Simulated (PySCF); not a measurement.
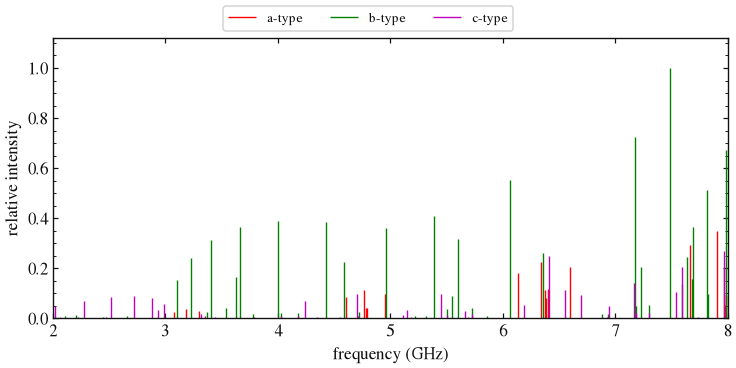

C₆H₆N₂O₂, SMILES CC(=O)Oc1cnccn1. Simulated rotational absorption lines between 2 and 8 GHz at 1.5 K: rigid rotor with the equilibrium constants and dipole of one optimised conformer (PBE0-D3(BJ)/def2-SVP, PySCF 2.14.0), commonest isotopes; no centrifugal distortion, hyperfine structure, internal rotation or nuclear-spin weights; lines within 1 MHz of each other are summed. Lines of different type are drawn apart.

What are the rotational constants, and what kind of rotor is it?

Rotational constants A, B, C = 3.847, 0.8543, 0.7395 GHz; Ray's κ = −0.93, a near-prolate asymmetric top.

Assign the strongest lines, as J(Ka,Kc).

```
 GHz   upper   lower  type  relative intensity
7.49  3(1,3)  2(0,2)     b                1.00
7.17  6(0,6)  5(1,5)     b                0.73
7.99  7(2,5)  7(1,6)     b                0.67
6.06  2(1,2)  1(0,1)     b                0.55
7.81  8(2,6)  8(1,7)     b                0.51
5.39  5(0,5)  4(1,4)     b                0.41
4.00  5(1,4)  5(0,5)     b                0.39
4.43  6(1,5)  6(0,6)     b                0.39
```

Caveats: coarse grid, loose stop and no frequency check, small forces are noise and the end may be a saddle.
